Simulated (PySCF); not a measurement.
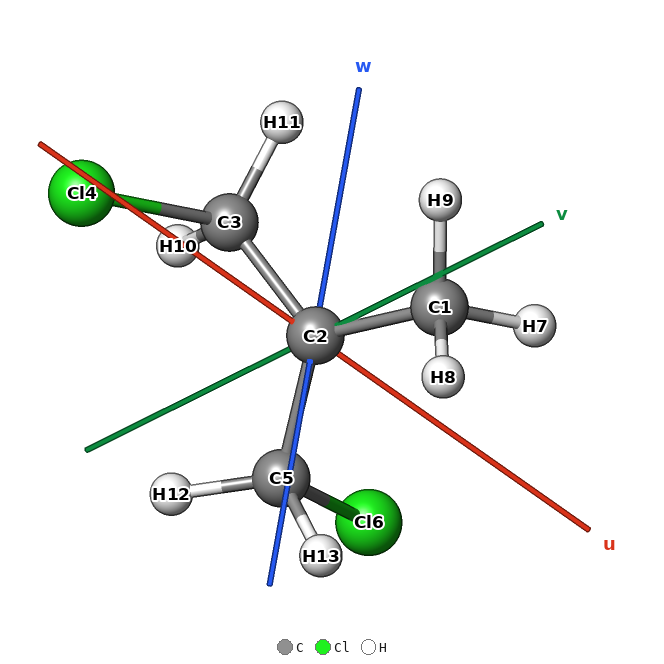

The lines u, v and w are the principal axes of the g tensor. State: neutral, doublet. Computed geometry: GFN2-xTB optimisation. No frequency run is at hand to confirm it as a minimum. Properties computed with UKS B3LYP, pcH-1 on C Cl H, non-relativistic, mean-field spin-orbit, GIAO (PySCF 2.14.0).

> Along which axis does g lie farthest from the free-electron value?

Along w: the shift is 4967 ppm.

Give the principal values and shifts.

```tsv
axis	g	shift (ppm)
u	2.00195	−370
v	2.00092	−1402
w	2.00729	4967
```
